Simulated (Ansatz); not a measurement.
# Ga(AsH3)H3 (GaAsH6): the relaxed shape and its frontier levels

Aim: characterise Ga(AsH3)H3 (GaAsH6) as a singlet: its structure, frontier levels and distribution of charge.

Program: Ansatz 0.2.0, Gaussian basis. Level of theory: RKS PBE0-D4/def2-TZVP. These are calculated values, not measurements.

Levels to be run: relaxation at B3LYP-D4/def2-TZVP; a search for the lowest solution at PBE0-D4/def2-SVP; a single point at PBE0-D4/def2-TZVP.

## 1. Where the work starts

8 atoms, charge 0, spin multiplicity 1.

Atoms are counted from 1 here; the program's logs count them from 0.

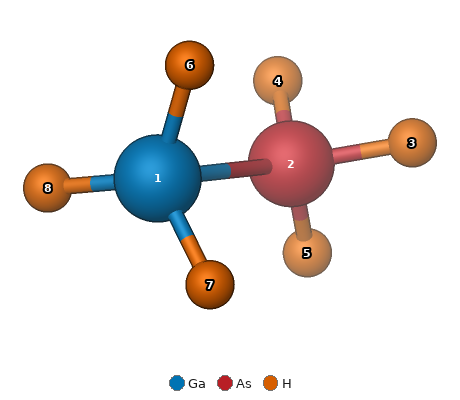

The starting geometry (gallium blue, arsenic red, hydrogen orange); atoms are numbered from 1 in the order of the file.

Geometry (Å):

```mol
AsGaH6
  3D, bonds by distance, orders not assigned

  8  7  0  0  0  0  0  0  0  0999 V2000
   -0.0045    0.0108   -1.6191 Ga  0  0
    0.0021   -0.0016    1.1105 As  0  0
    0.7277    0.9763    1.9747 H   0  0
    0.5031   -1.1341    1.9419 H   0  0
   -1.2132    0.1164    1.9672 H   0  0
    1.5415   -0.0143   -1.7956 H   0  0
   -0.7565    1.3628   -1.7877 H   0  0
   -0.8002   -1.3162   -1.7919 H   0  0
  1  2  8  0
  1  6  8  0
  1  7  8  0
  1  8  8  0
  2  3  8  0
  2  4  8  0
  2  5  8  0
M  END
```

The start is a GFN2-xTB geometry.

## 2. Optimising with B3LYP-D4/def2-TZVP

Contents of in.yaml:

```yaml
crystal:
  periodic: [false, false, false]
  atoms:
    - {symbol: Ga, position_ang: [-0.004480, 0.010810, -1.619130]}
    - {symbol: As, position_ang: [0.002110, -0.001650, 1.110550]}
    - {symbol: H, position_ang: [0.727660, 0.976260, 1.974730]}
    - {symbol: H, position_ang: [0.503110, -1.134120, 1.941860]}
    - {symbol: H, position_ang: [-1.213240, 0.116400, 1.967250]}
    - {symbol: H, position_ang: [1.541550, -0.014310, -1.795620]}
    - {symbol: H, position_ang: [-0.756500, 1.362830, -1.787680]}
    - {symbol: H, position_ang: [-0.800200, -1.316230, -1.791950]}
basis:
  gaussian: {orbitals: def2-TZVP}
hamiltonian: {xc: {name: B3LYP}, dispersion: d4}
scf: {lower_state_search: "off"}
output: {orbitals: {seedname: orbitals}}
relax: {f_tol: 0.02, max_steps: 100}
```

Started as:

```sh
> ansatz run in.yaml --threads 4 --pin off --events-out ev --progress --plain --max-ram 3916MiB
```

The runs that follow: Searching for the lowest solution, PBE0-D4/def2-SVP; Single point, PBE0-D4/def2-TZVP.

Before running them: what should the planned runs give, taken together? Wanted: point group; commonest bond, hydrogen aside; HOMO, LUMO at PBE0-D4/def2-TZVP; dipole at B3LYP-D4/def2-TZVP.

As calculated:

| quantity | value |
| --- | --- |
| point group | C3 |
| commonest bond, hydrogen aside | As–Ga, 1 of mean length 2.706 Å |
| HOMO, LUMO at PBE0-D4/def2-TZVP | -7.96, -0.41 eV |
| dipole at B3LYP-D4/def2-TZVP | 3.29 D |

**Reading.** The molecule keeps its bonding pattern by the stored test; the atoms moved 0.08 Å (rms). No usable vibrations, so a minimum isn't proven. The point group is read from a loosely relaxed geometry; soft torsions can leave it below the true symmetry.
